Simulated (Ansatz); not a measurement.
L1₀ (CuAu-type) CuAu, treated with PBEsol (Ansatz, an electronic-structure program, plane waves, PAW).

Run with plane-wave cutoff 520 eV, 20×20×16 k mesh (along the axes of the cell as run), Fermi–Dirac smearing 0.05 eV, no spin polarisation, scalar-relativistic PAW data made under PBE.

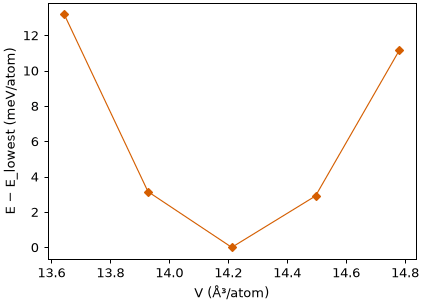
Figure: Total energy against volume

**Question.** From the curve, estimate the equilibrium volume and the bulk modulus.

**Answer.** V0 ≈ 14.2 Å³/atom and B0 ≈ 170 GPa; the fit gives V0 = 14.212 Å³/atom, B0 = 171 GPa, B′ = 5.4.

Shape and atoms are relaxed at each volume.

Note: the bulk modulus comes from volumes at which shape and atoms were relaxed.

Spin–orbit coupling is not included; it can shift volumes and moduli of such heavy elements.

Static lattice: no zero-point or thermal effects.
